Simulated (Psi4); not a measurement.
# C2HClF2 (SMILES FC(F)=CCl): M06-2X/6-31G(d) (spherical functions)

Aim: the energy change on altering one bond length of C2HClF2 at M06-2X/6-31G* (spherical functions), from 2 runs. 

Program for the calculation: Psi4 1.11.

**1. The structure to begin with**

The species is C2HClF2 (6 atoms), meant as a singlet with charge 0. SMILES: `FC(F)=CCl`. The coordinates come from a PBE0-D4/def2-TZVP relaxation.

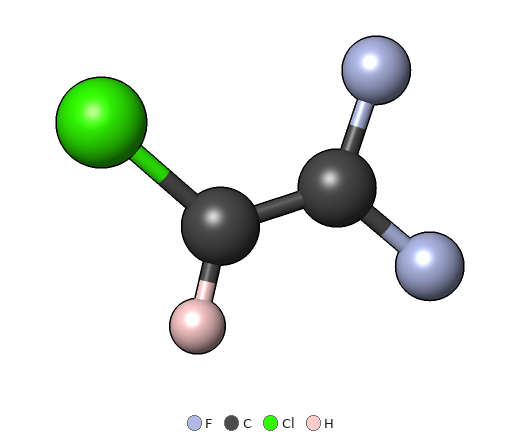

The structure, seen from a chosen angle (fluorine light blue, carbon dark grey, chlorine green, hydrogen pink).

**2. A single-point energy at M06-2X/6-31G(d) (spherical functions)**

job.json reads:

```json
{
  "schema_name": "qcschema_input",
  "schema_version": 1,
  "molecule": {
    "schema_name": "qcschema_molecule",
    "schema_version": 2,
    "symbols": ["F", "C", "F", "C", "Cl", "H"],
    "geometry": [1.70266214, -1.53139626, 2.53608805, 0.5057852, -1.06240403, 0.41643895, 0.36379118, -3.08520467, -0.98781654, -0.4126406, 1.18442364, -0.1635558, -1.96344434, 1.75069897, -2.93304392, -0.19615357, 2.74388233, 1.13188926],
    "molecular_charge": 0,
    "molecular_multiplicity": 1,
    "fix_symmetry": "c1"
  },
  "driver": "energy",
  "model": {
    "method": "m06-2x",
    "basis": "6-31G*"
  },
  "keywords": {
    "reference": "rks",
    "puream": true,
    "e_convergence": 1e-09,
    "d_convergence": 1e-08,
    "scf_type": "pk",
    "dft_radial_points": 99,
    "dft_spherical_points": 590
  }
}
```

The run is started by

```console
$ psi4 --qcschema job.json -n 1 --memory 2200MB
```

stdout:

```text
[...]
  Running in c1 symmetry.
[...]
  Nuclear repulsion =  213.574873855641869
[...]
  Multiplicity = 1
[...]
  Nalpha       = 24
  Nbeta        = 24
[...]
    Number of basis functions: 76
[...]
   @RKS iter   1:  -736.44127619819039   -1.13554e-01   5.15362e-03 DIIS/ADIIS
[...]
   @RKS iter  12:  -736.51051216933217   -1.13687e-12   6.13350e-09 DIIS
[...]
    Orbital Energies [Eh]
    ---------------------
    Doubly Occupied:
       1A   -102.663393     2A    -25.306175     3A    -25.304583
       4A    -10.736209     5A    -10.611458     6A     -9.827213
       7A     -7.549366     8A     -7.542156     9A     -7.542111
      10A     -1.451840    11A     -1.387609    12A     -0.995026
      13A     -0.866389    14A     -0.742108    15A     -0.685221
      16A     -0.637932    17A     -0.627495    18A     -0.555172
      19A     -0.547822    20A     -0.532105    21A     -0.507743
      22A     -0.441933    23A     -0.389801    24A     -0.311621
[...]
  @RKS Final Energy:  -736.51051216933217
   => Energetics <=
    Nuclear Repulsion Energy =            213.5748738556418687
    One-Electron Energy =               -1441.0799481164722238
    Two-Electron Energy =                 519.7693951082352442
    DFT Exchange-Correlation Energy =     -28.7748330167371869
    Empirical Dispersion Energy =           0.0000000000000000
    VV10 Nonlocal Energy =                  0.0000000000000000
    Total Energy =                       -736.5105121693321735
[...]
 Multipole Moments:
 ------------------------------------------------------------------------------------
     Multipole            Electronic (a.u.)      Nuclear  (a.u.)        Total (a.u.)
 ------------------------------------------------------------------------------------
 L = 1.  Multiply by 2.5417464519 to convert [e a0] to [Debye]
 Dipole X            :          0.5752617           -0.4645792            0.1106825
 Dipole Y            :         -2.3781757            2.5935583            0.2153826
 Dipole Z            :         -0.1752214            0.5147756            0.3395542
 Magnitude           :                                                    0.4170579
[...]
```

The result, in JSON:

```text
{
 "driver": "energy",
 "model": {
  "method": "m06-2x",
  "basis": "6-31G*"
 },
 "success": true,
 "return_result": -736.5105121693322,
 "properties": {
  "calcinfo_nbasis": 76,
  "calcinfo_nmo": 76,
  "calcinfo_nalpha": 24,
  "calcinfo_nbeta": 24,
  "calcinfo_natom": 6,
  "nuclear_repulsion_energy": 213.57487385564187,
  "return_energy": -736.5105121693322,
  "scf_one_electron_energy": -1441.0799481164722,
  "scf_two_electron_energy": 519.7693951082352,
  "scf_xc_energy": -28.774833016737187,
  "scf_dipole_moment": [0.1106825192820271, 0.21538255662177752, 0.33955418638770474],
  "scf_total_energy": -736.5105121693322,
  "scf_iterations": 12
 }
}
```

It took 50 s on 1 thread of Intel Xeon at 2.50GHz (Skylake/Cascade Lake), shared host; peak memory 1 GiB.

**3. The distorted shape: energy and forces at M06-2X/6-31G(d) (spherical functions)**

job.json reads:

```json
{
 "schema_name": "qcschema_input",
 "schema_version": 1,
 "molecule": {
  "schema_name": "qcschema_molecule",
  "schema_version": 2,
  "symbols": ["F", "C", "F", "C", "Cl", "H"],
  "geometry": [1.84041183, -1.86838545, 2.62307781, 0.64353489, -1.39939322, 0.50342871, 0.50154087, -3.42219386, -0.90082677, -0.4126406, 1.18442364, -0.1635558, -1.96344434, 1.75069897, -2.93304392, -0.19615357, 2.74388233, 1.13188926],
  "molecular_charge": 0,
  "molecular_multiplicity": 1,
  "fix_symmetry": "c1",
  "fix_com": true,
  "fix_orientation": true
 },
 "driver": "gradient",
 "model": {
  "method": "m06-2x",
  "basis": "6-31G*"
 },
 "keywords": {
  "puream": true,
  "e_convergence": 1e-09,
  "d_convergence": 1e-08,
  "scf_type": "pk",
  "dft_radial_points": 99,
  "dft_spherical_points": 590
 }
}
```

The run is started by

```console
$ psi4 --qcschema job.json -n 1 --memory 2200MB
```

stdout:

```text
[...]
  Running in c1 symmetry.
[...]
  Nuclear repulsion =  206.006429634193523
[...]
  Multiplicity = 1
[...]
  Nalpha       = 24
  Nbeta        = 24
[...]
    Number of basis functions: 76
[...]
   @RKS iter   1:  -736.39208436896149   -3.20460e-01   5.51310e-03 DIIS/ADIIS
[...]
   @RKS iter  13:  -736.47775590789809   -1.70530e-12   3.33682e-09 DIIS
[...]
    Orbital Energies [Eh]
    ---------------------
    Doubly Occupied:
       1A   -102.664526     2A    -25.316315     3A    -25.314129
       4A    -10.760658     5A    -10.632897     6A     -9.828048
       7A     -7.550132     8A     -7.543025     9A     -7.543015
      10A     -1.458228    11A     -1.394400    12A     -0.983471
      13A     -0.832071    14A     -0.741161    15A     -0.685264
      16A     -0.639432    17A     -0.633820    18A     -0.561167
      19A     -0.547201    20A     -0.527733    21A     -0.507462
      22A     -0.435871    23A     -0.388225    24A     -0.285262
[...]
  @RKS Final Energy:  -736.47775590789809
   => Energetics <=
    Nuclear Repulsion Energy =            206.0064296341935233
    One-Electron Energy =               -1425.9024878245872969
    Two-Electron Energy =                 512.1389173910652062
    DFT Exchange-Correlation Energy =     -28.7206151085693797
    Empirical Dispersion Energy =           0.0000000000000000
    VV10 Nonlocal Energy =                  0.0000000000000000
    Total Energy =                       -736.4777559078980858
[...]
 Multipole Moments:
 ------------------------------------------------------------------------------------
     Multipole            Electronic (a.u.)      Nuclear  (a.u.)        Total (a.u.)
 ------------------------------------------------------------------------------------
 L = 1.  Multiply by 2.5417464519 to convert [e a0] to [Debye]
 Dipole X            :         11.2476526          -11.1117673            0.1358853
 Dipole Y            :         16.5310039          -16.3992665            0.1317374
 Dipole Z            :         31.5336334          -31.1903606            0.3432728
 Magnitude           :                                                    0.3919896
[...]
  -Total Gradient:
     Atom            X                  Y                   Z
    ------   -----------------  -----------------  -----------------
       1        0.002761376569    -0.005376086445     0.002507681755
       2        0.049073326358    -0.122685203281     0.029531314559
       3        0.002916868990    -0.005324946287     0.002846616411
       4       -0.052667399341     0.126463592838    -0.034581526815
       5        0.000067281020     0.003849137602     0.002268239704
       6       -0.002149830829     0.003054535544    -0.002579595121
[...]
```

The result, in JSON:

```text
{
 "driver": "gradient",
 "model": {
  "method": "m06-2x",
  "basis": "6-31G*"
 },
 "success": true,
 "return_result": [0.00276137656939926, -0.00537608644450923, 0.0025076817550396535, 0.04907332635815774, -0.12268520328136104, 0.02953131455885221, 0.0029168689901093274, -0.005324946286530241, 0.0028466164111172754, -0.052667399341134846, 0.1264635928384144, -0.034581526815358477, 6.728102012374532e-05, 0.003849137601680104, 0.0022682397039483354, -0.0021498308292908566, 0.0030545355437377464, -0.002579595120873135],
 "properties": {
  "calcinfo_nbasis": 76,
  "calcinfo_nmo": 76,
  "calcinfo_nalpha": 24,
  "calcinfo_nbeta": 24,
  "calcinfo_natom": 6,
  "nuclear_repulsion_energy": 206.00642963419352,
  "return_energy": -736.4777559078981,
  "return_gradient": [0.00276137656939926, -0.00537608644450923, 0.0025076817550396535, 0.04907332635815774, -0.12268520328136104, 0.02953131455885221, 0.0029168689901093274, -0.005324946286530241, 0.0028466164111172754, -0.052667399341134846, 0.1264635928384144, -0.034581526815358477, 6.728102012374532e-05, 0.003849137601680104, 0.0022682397039483354, -0.0021498308292908566, 0.0030545355437377464, -0.002579595120873135],
  "scf_one_electron_energy": -1425.9024878245873,
  "scf_two_electron_energy": 512.1389173910652,
  "scf_xc_energy": -28.72061510856938,
  "scf_dipole_moment": [0.13588530304818214, 0.13173740660012, 0.34327284777571165],
  "scf_total_energy": -736.4777559078981,
  "scf_total_gradient": [0.00276137656939926, -0.00537608644450923, 0.0025076817550396535, 0.04907332635815774, -0.12268520328136104, 0.02953131455885221, 0.0029168689901093274, -0.005324946286530241, 0.0028466164111172754, -0.052667399341134846, 0.1264635928384144, -0.034581526815358477, 6.728102012374532e-05, 0.003849137601680104, 0.0022682397039483354, -0.0021498308292908566, 0.0030545355437377464, -0.002579595120873135],
  "scf_iterations": 13
 }
}
```

Wall time 63 s (1 thread of Intel Xeon at 2.50GHz (Skylake/Cascade Lake), shared host); peak memory 1 GiB.

**4. Summary of results**

Level: M06-2X/6-31G* (spherical functions).

| quantity | value |
| --- | --- |
| first shape: total energy | -736.51051 Eh |
| first shape: dipole moment | 1.06 D |
| first shape: HOMO energy | -8.48 eV |
| first shape: LUMO energy | 1.57 eV |
| first shape: HOMO–LUMO gap | 10.05 eV |
| distorted shape: total energy | -736.47776 Eh |
| distorted shape: dipole moment | 1.00 D |
| distorted shape: HOMO energy | -7.76 eV |
| distorted shape: LUMO energy | 0.47 eV |
| distorted shape: HOMO–LUMO gap | 8.24 eV |
| distorted shape: largest force on an atom | 7.265 eV/Å |
| energy change with the C2–C4 bond stretched from 1.321 to 1.519 Å | 0.891 eV |

With the C2–C4 bond stretched from 1.321 to 1.519 Å the energy rises by 0.89 eV (86.0 kJ/mol). The first shape isn't relaxed at this level, so the change isn't measured from a minimum.
